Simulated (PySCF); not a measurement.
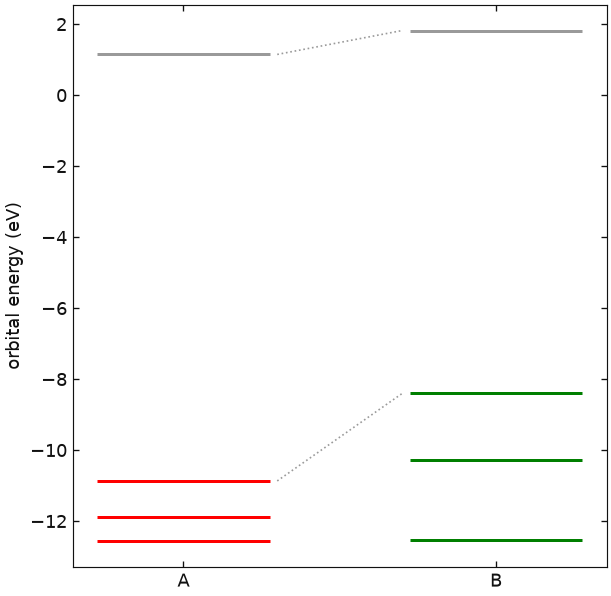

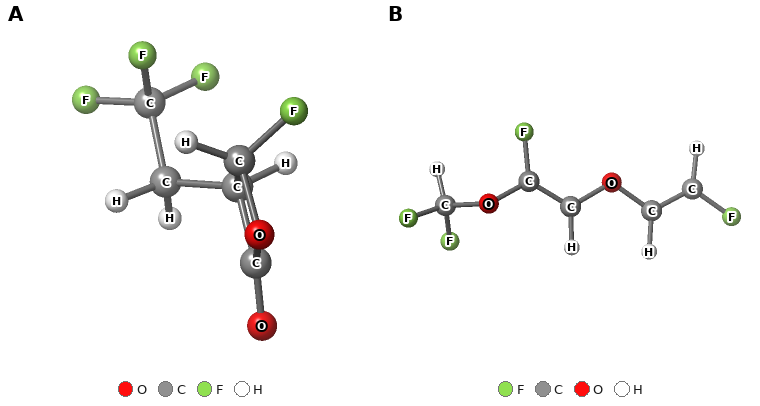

Related molecules: A is C₅H₄F₄O₂, SMILES O=C1O[C@@H](F)[C@@H]1CC(F)(F)F; B is C₅H₄F₄O₂, SMILES F/C=C/O/C=C(\F)OC(F)F. Frontier orbital energies, ωB97X-D/def2-SVPD in PySCF, at a PBE0-D3(BJ)/def2-SVP geometry (no frequency check); drawn are at most three filled levels and, in grey, the LUMO with any level within 0.03 eV of it; dotted lines join the HOMOs and the LUMOs.

Q: What does the change do to the frontier levels?

A: From A to B the HOMO rises by 2.47 eV and the LUMO rises by 0.67 eV, so the separation goes from 12.02 to 10.22 eV.

Limits of at least one run: empty levels above zero depend strongly on the basis; one conformer of a flexible molecule.
